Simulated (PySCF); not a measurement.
# A series of small molecules: hydrogen halides HX

Gas-phase molecules at GFN2-xTB geometries (not checked as minima at the level of the calculation), B3LYP/def2-SVPD with PySCF. The ionisation energy is E(cation) − E(neutral) at fixed geometry, without spin-orbit coupling; where the highest orbital is degenerate, the cation is one component. LUMO energies depend on the basis. GFN2-xTB bonds to atoms past the second row can be off by 0.02 to 0.07 Å and angles by up to several degrees, which can move orbital and ionisation energies by up to 0.5 eV and charges by 0.01 to 0.02 e, so small steps and misses may come from the geometries. Volumes are summed on a coarse grid and good to about 2 %. Core potentials replace the inner electrons of I. Electronegativities are Pauling's, radii Cordero's.

| molecule | electronegativity of X | covalent radius of X (Å) | HOMO energy (eV) | vertical ionisation energy (eV) | HOMO–LUMO gap (eV) | volume inside the 0.001 a.u. surface (Å³) | SMILES |
| --- | --- | --- | --- | --- | --- | --- | --- |
| HI | 2.66 | 1.39 | −7.70 | 10.68 | 6.69 | 62 | I |
| HBr | 2.96 | 1.20 | −8.54 | 11.88 | 7.89 | 51 | Br |
| HCl | 3.16 | 1.02 | ? | ? | ? | ? | Cl |
| HF | 3.98 | 0.57 | −11.58 | 16.39 | 11.53 | 22 | F |

The results for HCl are withheld.

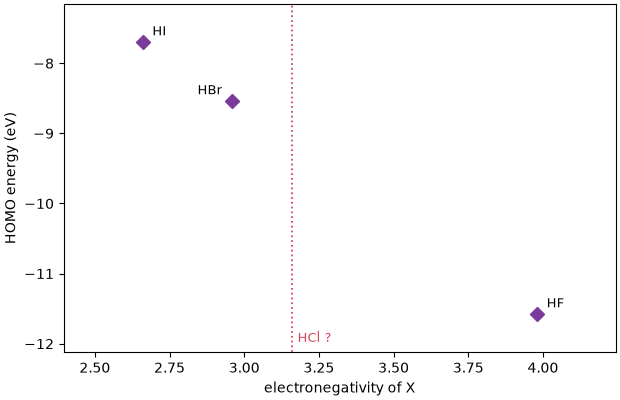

Q: What does the trend of the HOMO energy with the electronegativity of X predict for HCl?

A: A least-squares line through the three given members is y = 0.166 − 2.950 x, with R² = 1.00 and a scatter of 0.033 eV; HBr lies farthest from it (+0.03 eV). At x = 3.16 it gives −9.16 eV. For a new member the 90 % prediction interval is ±0.24 eV, wide since three points leave one degree of freedom.

Q: What did the calculation give?

A: The calculation gives −9.27 eV, 0.11 eV below the estimate (3.5 times the scatter, 3 % of the range of the series): inside the prediction interval. Its other results: vertical ionisation energy 12.88 eV, HOMO–LUMO gap 8.89 eV and volume inside the 0.001 a.u. surface 40 Å³.

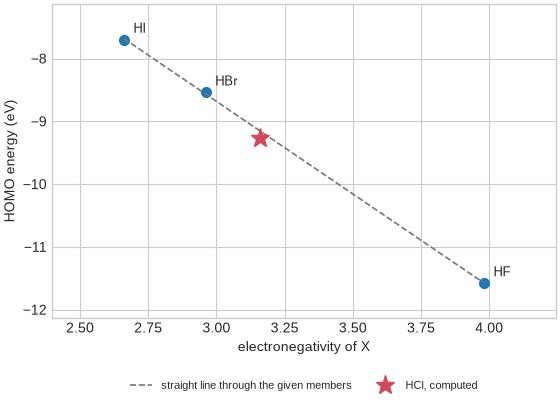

Over the series −ε(HOMO) lies 2.98 to 4.81 eV below the ionisation energy from total-energy differences, since this functional puts filled levels too high (delocalisation error). The pairing was chosen among those with R² above 0.96; series and pairings with weaker trends are left out of this set.

The single runs took from 1.3 s to 11 s, on 1 thread of shared hosts (AMD EPYC 9R45 96-Core Processor (Zen 5), Intel(R) Xeon(R) Platinum 8259CL CPU @ 2.50GHz (Skylake/Cascade Lake) and Intel(R) Xeon(R) Platinum 8488C (Sapphire Rapids)).
